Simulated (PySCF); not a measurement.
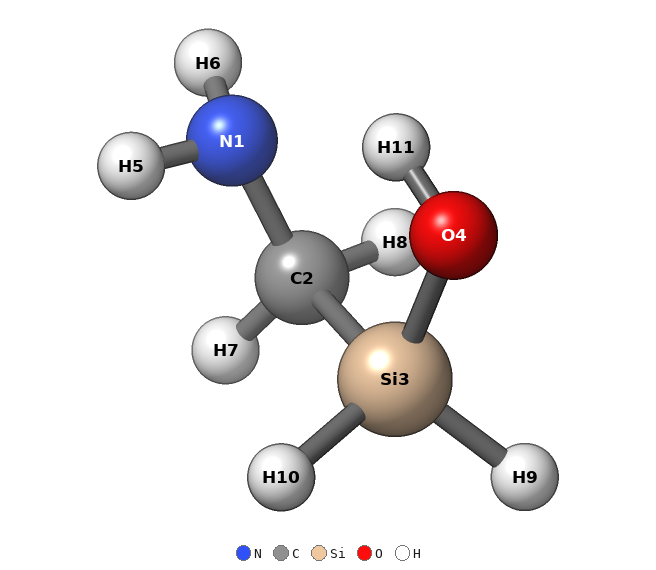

The geometry was computed by an optimisation with PBE0-D3(BJ)/def2-SVP. No frequency run is at hand to confirm it as a minimum. Properties computed with delta-SCF UKS PBE0, pcX-2 on the ionised atom, pcseg-1 elsewhere, spin-free X2C (PySCF 2.14.0).

Give the core-electron binding energies (to vacuum; p and d levels without spin–orbit splitting) of N1 1s, C2 1s, Si3 1s, Si3 2p, O4 1s.

| atom | level | binding energy (eV) |
| --- | --- | --- |
| N1 | 1s | 405.1 |
| C2 | 1s | 290.7 |
| Si3 | 1s | 1844.7 |
| Si3 | 2p | 106.9 |
| O4 | 1s | 537.1 |
